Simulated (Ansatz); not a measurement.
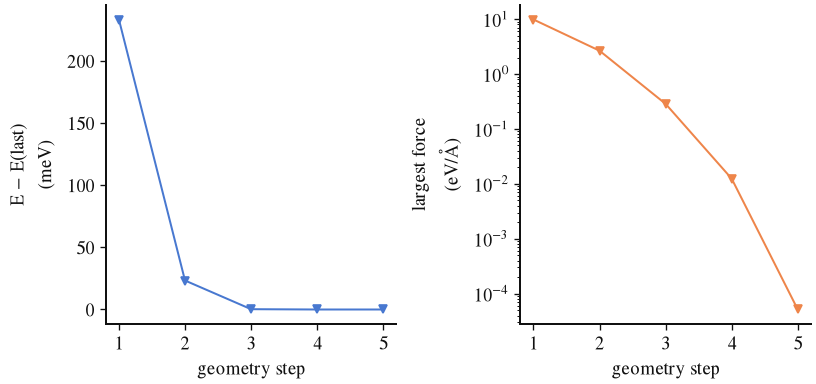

History of a geometry optimisation.

System: N₂.
Method: PBE0/def2-SVP, Gaussian basis (Ansatz development build ahead of 0.2.0).

> How did the optimisation end?

The optimisation met its thresholds at geometry 5, counting the start as the first. The energy fell by about 230 meV from the first step to the last. The largest force goes from about 9.9 eV/Å at the start to 5 × 10⁻⁵ eV/Å at the end.
